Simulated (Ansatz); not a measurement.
## A computed series for BaO: pressure series

Consider BaO in the NiAs type structure (space group P6_3/mmc, No. 194; a = 3.772 Å, c = 6.644 Å; a model cell, its experimental status unchecked).

Cell and atoms are relaxed at each pressure.

The values are results of plane-wave PAW DFT at the PBEsol level (Ansatz, a quantum-chemistry and plane-wave program, 420 eV), no SOC, not measurements.

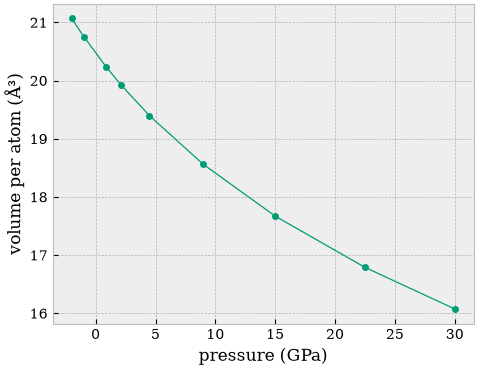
Fig. 1. Volume against pressure

Problem. Estimate the zero-pressure bulk modulus from the plot.

Solution. About 75 GPa; a third-order Birch–Murnaghan fit to the points gives V₀ = 20.47 Å³/atom, B₀ = 75 GPa and B₀′ = 4.2.

Between the base and pressure 4.5 GPa the gap moves from 2.21 eV to 2.14 eV, a mean slope of -16 meV/GPa.

Load acts through the strain it causes; cell and atoms are relaxed under it. Whether these cells are dynamically stable was not tested. Competing high-pressure phases were not computed. This is not the structure that BaO has at room temperature and ambient pressure.
